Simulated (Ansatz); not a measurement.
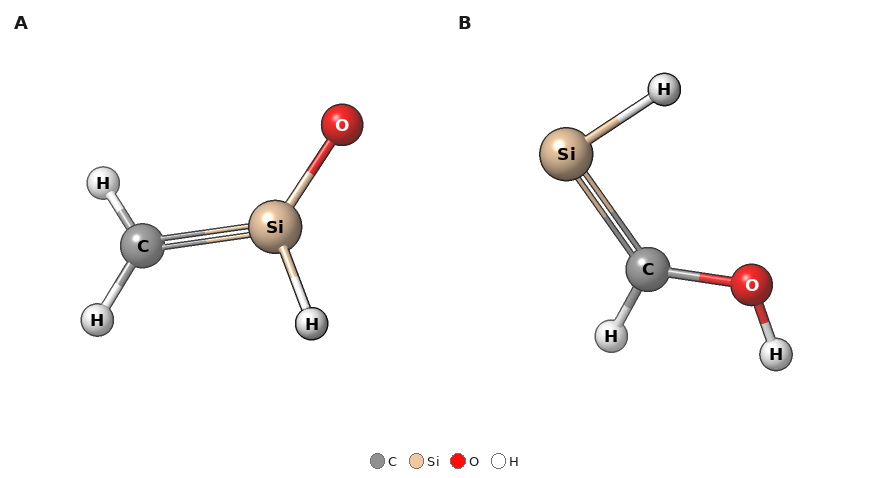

Atoms fade into the background with distance from the viewer. Charge 0, doublet. The computed structure is the end point of a PBE0-D4/def2-TZVP optimisation. No frequency run is at hand to confirm it as a minimum.

**Are A and B the same structure? If not, how do they differ?**

No. They are constitutional isomers of CH3OSi: A is C=[SiH][O], B is [H]/[Si]=C\O
